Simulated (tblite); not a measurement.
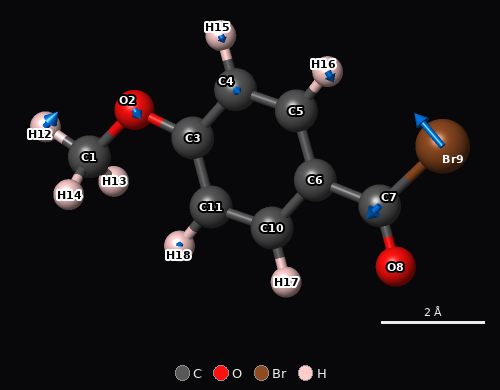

A relaxation of C8H7BrO2. The starting structure is drawn; blue arrows show the displacements, magnified 5 times. The two geometries are superimposed by the best rigid fit.

Style: ball-and-stick. Shown at a tilt.

Theory: GFN2-xTB geometry optimisation, gas phase (tblite). 

What did the optimiser do to the structure, and how much energy did it gain?

Answer. Br9 moves most after the best rigid fit: 0.17 Å. By element the largest moves are Br 0.17 Å, H 0.09 Å, C 0.08 Å, O 0.05 Å. Near-neighbour distances that change, for instance: C7–Br9 1.909 → 1.987 Å, C6–C7 1.490 → 1.449 Å, O2–C3 1.382 → 1.346 Å, C7–O8 1.223 → 1.187 Å. Bond angles that change, for instance: C6–C7–Br9 122.4° → 114.8°, C6–C7–O8 122.4° → 128.6°, C1–O2–C3 116.2° → 119.3°. Over 34 geometry steps the energy falls by 5.13 kcal/mol.
